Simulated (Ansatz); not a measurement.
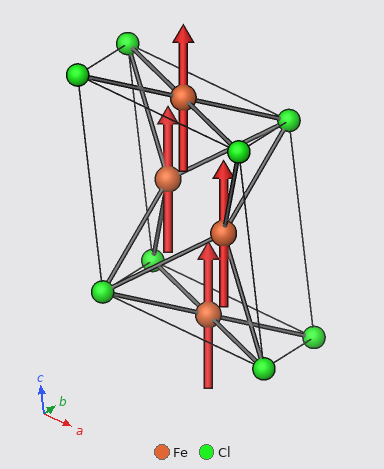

Ball-and-stick model, viewed slightly off an axis. The edges of the cell (the run's own, in a reduced setting) are marked. Arrows are the site magnetic moments above 0.25 μB (those induced on non-metal atoms are left out); longer means larger, and red and blue are up and down (without spin-orbit coupling the axis itself is arbitrary).

This is the state reached for Fe₃Cl. Setup: DFT PBE, scalar-relativistic, plane waves, PAW in Ansatz; plane waves up to 420 eV, k-points about 0.14 Å⁻¹ apart, Gaussian smearing of 0.1 eV, collinear spins.

Q: Describe the spin arrangement.

A: Ferromagnetic (within this cell). Site moments: 3 Fe +2.9 μB. The net spin moment of the whole cell is 8.9 μB, including what lies between the atoms and on sites without an arrow.

The model was built from a textbook structure type filled with these elements (whether it is the usual form wasn't checked). A relaxation with DFT PBE, scalar-relativistic, plane waves, PAW (Ansatz) gave the geometry drawn.
